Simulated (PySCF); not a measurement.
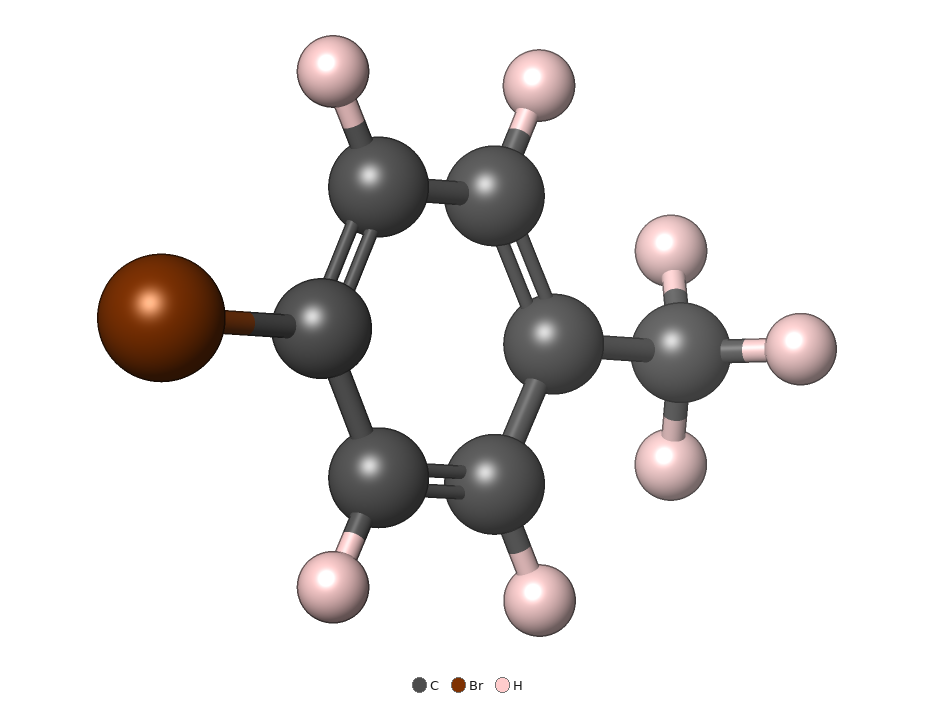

Computed geometry: GFN2-xTB optimisation. No frequency run is at hand to confirm it as a minimum.

Give the structural formula.

SMILES: Cc1ccc(Br)cc1

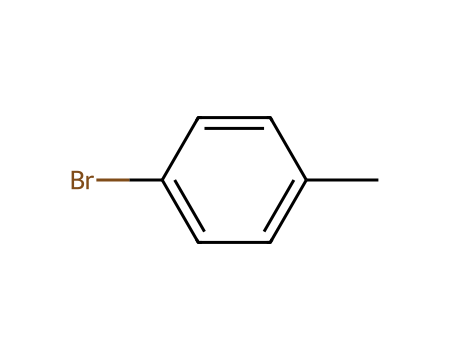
